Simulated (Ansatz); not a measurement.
**HSE06/STO-3G run of BH3O (BH2(OH))**

Aim: the electronic atomisation energy of BH3O (BH2(OH)) at HSE06/STO-3G, from 4 runs. 

The calculation is run with Ansatz 0.2.0.

45 further runs of the same task are left out: 1 that didn't finish, 44 set aside as unsound or not needed.

## Step 1: The molecule

BH3O: 5 atoms, total charge 0, spin state singlet. As SMILES, `[H]B([H])O`. The coordinates come from a GFN2-xTB relaxation.

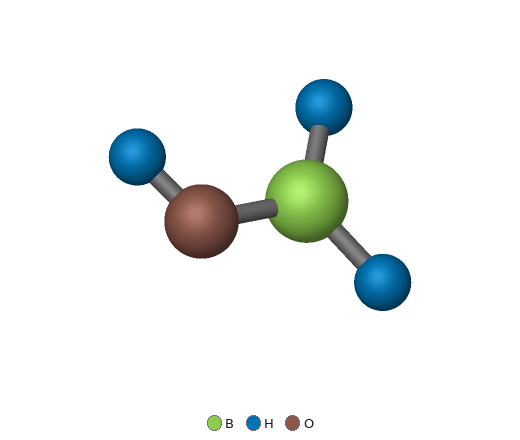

The structure, seen from a chosen angle (boron green, hydrogen blue, oxygen brown).

## Step 2: The energy at HSE06/STO-3G

job.yaml reads:

```yaml
crystal:
  periodic: [false, false, false]
  atoms:
    - {symbol: B, position_ang: [0.270970, 0.302480, -0.108500]}
    - {symbol: H, position_ang: [1.403550, 0.390040, -0.395610]}
    - {symbol: H, position_ang: [-0.432910, 1.251360, -0.080700]}
    - {symbol: O, position_ang: [-0.159420, -0.918700, 0.174490]}
    - {symbol: H, position_ang: [-1.082200, -1.025180, 0.410320]}
basis:
  gaussian:
    orbitals: STO-3G
hamiltonian:
  xc: {name: HSE06}
accuracy: high
```

Started as:

```
$ ansatz run job.yaml --threads 1 --pin off --max-ram 2610MiB --events-out events.jsonl --progress --plain --runs-dir runs
```

The log of the run:

```text
Warning: RAYON_NUM_THREADS=1 ignored (pool sized by the plan → 1); use --threads N
Functional definition: HSE06
  name "HSE06"
  parameter a = 0.25
  parameter omega = 0.11/bohr
  exchange = pbe_x - a*pbe_x_sr(omega) + a*exact_x_sr(omega)
  correlation = pbe_c
207 factors; integrals over basis functions are off by at most 3.1e-8 eV
46 factors; integrals over basis functions are off by at most 1.1e-9 eV
mean field evaluation 1: about -2732.2995 eV, gradient 9.6e0 eV
mean field evaluation 2: about -2732.3243 eV, gradient 1.1e1 eV
mean field evaluation 4: about -2732.6244 eV, gradient 1.6e-1 eV
mean field evaluation 8: about -2732.6005 eV, gradient 4.0e-3 eV
mean field evaluation 16: about -2732.6005 eV, gradient 1.7e-8 eV
mean field -2732.60050070 eV, -100.4212161776 hartree, gradient 1.7e-8 eV, S^2 0.000000; 0 other end points of the search recorded, 0 dependent functions left out
reference -2732.60050238 eV, -100.4212162394 hartree; 8, 8 occupied and 5, 5 virtual orbitals, 207 factors
Total energy: -2732.60050238 eV, -100.4212162394 hartree
```

It took 0.91 s on 1 thread of Arm Neoverse V1, shared host.

## Step 3: The B atom at the same level

in.yaml reads:

```yaml
crystal:
  periodic: [false, false, false]
  atoms:
    - {symbol: B, position_ang: [0.000000, 0.000000, 0.000000]}
basis:
  gaussian:
    orbitals: STO-3G
hamiltonian:
  xc: {name: HSE06}
accuracy: high
magnetization:
  spin_polarized: true
  initial_magnetization: 1
```

Run the same way, it converges to -24.23396 Eh (log not shown).

## Step 4: The H atom at the same level

job.yaml reads:

```yaml
crystal:
  periodic: [false, false, false]
  atoms:
    - {symbol: H, position_ang: [0.000000, 0.000000, 0.000000]}
basis:
  gaussian:
    orbitals: STO-3G
magnetization:
  spin_polarized: true
  initial_magnetization: 1
hamiltonian:
  xc: {name: HSE06}
accuracy: high
```

Run the same way, it converges to -0.46620 Eh (log not shown).

## Step 5: The O atom at the same level

molecule.yaml reads:

```yaml
basis:
  gaussian:
    orbitals: STO-3G
crystal:
  periodic: [false, false, false]
  atoms:
    - symbol: O
      position_ang: [0.000000, 0.000000, 0.000000]
magnetization:
  spin_polarized: true
  initial_magnetization: 2
hamiltonian:
  xc: hse06
accuracy: high
```

Run the same way, it converges to -73.97333 Eh (log not shown).

## Step 6: Summary of results

At HSE06/STO-3G:

| quantity | value |
| --- | --- |
| molecule: total energy | -100.42122 Eh |
| B atom: total energy | -24.23396 Eh |
| B atom: ⟨S²⟩ | 0.750 |
| H atom: total energy | -0.46620 Eh |
| H atom: ⟨S²⟩ | 0.750 |
| O atom: total energy | -73.97333 Eh |
| O atom: ⟨S²⟩ | 2.000 |
| electronic atomisation energy | 22.186 eV |

**Reading.** Taking the molecule apart into free atoms costs 22.19 eV (512 kcal/mol), before zero-point energy and without spin-orbit coupling. In a minimal basis such a difference can be off by several eV, whatever the method.
